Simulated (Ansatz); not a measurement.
## Electronic structure of ClF5W (SMILES [F][W]([F])([F])([F])([F])[Cl]) in real space

```csv
atom,x (Å),y (Å),z (Å)
F,-1.0453,0.7506,-1.3049
W,0.0335,0.0136,-0.0150
F,0.7448,-1.1289,-1.2638
F,1.3329,1.2418,-0.4621
F,-0.6171,1.2134,1.2131
F,1.1730,-0.6657,1.2541
Cl,-1.5607,-1.4928,0.5329
```

Geometry: PBE0-D4/def2-TZVP; core potentials replace the inner electrons of W.

Method: RKS PBE0-D4/def2-TZVPP (Ansatz).

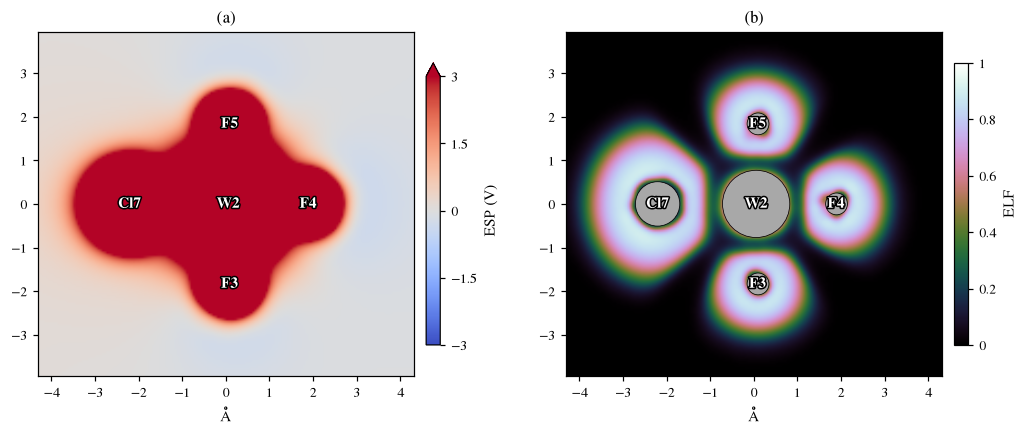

Figure 1. (a) molecular electrostatic potential; (b) ELF on the plane of atoms F4, W2 and F5. Grey discs cover the atomic cores in the ELF map.

Question: Interpret the plot.

Answer:
- Atoms in the plane: W, F and Cl.
- W–F (1.84 Å): the ELF peaks at about 0.80 in the valence shell of F, 0.5 Å from its nucleus, and drops to about 0.25 between the two atoms.
- W–Cl (2.26 Å): the ELF peaks at about 0.85 in the valence shell of Cl, 0.8 Å from its nucleus, and is about 0.45 at the midpoint.
- Outside the dense part of the molecule the potential is most negative (−0.3 V) near F4.

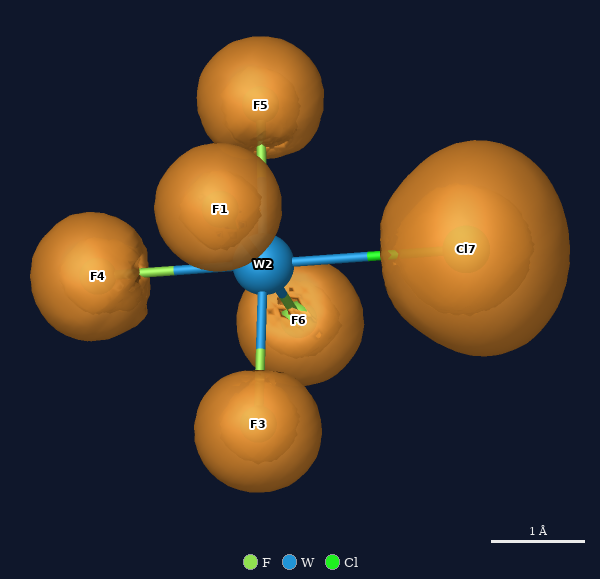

Figure 2. Isosurface of the electron localisation function at 0.8 (orange), seen at a tilt. Core shells and regions of very low density are left out.

Question: Where are the electrons localised?

Answer: The surface consists of one region wrapped around Cl (its valence shell) and five regions wrapped around F (the valence shell of each).

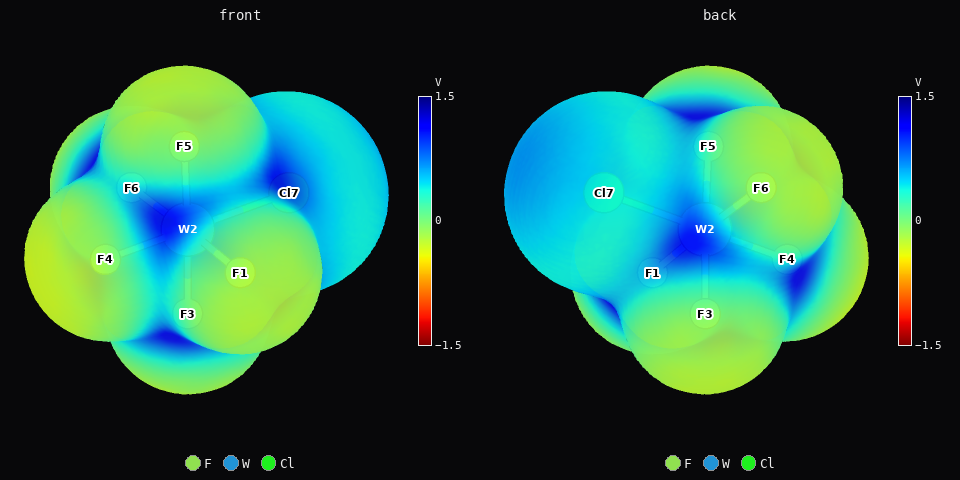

Figure 3. The electrostatic potential painted on the density surface at 0.002 e/bohr³, seen from the front and from behind; the colour scale runs from red (negative) to blue (positive).

Question: Describe the electrostatic potential map.

Answer: The most negative region (about −0.3 V, or −7 kcal/mol for a unit charge) lies over F4, the most positive (about +1.1 V, or +25 kcal/mol for a unit charge) over W2.
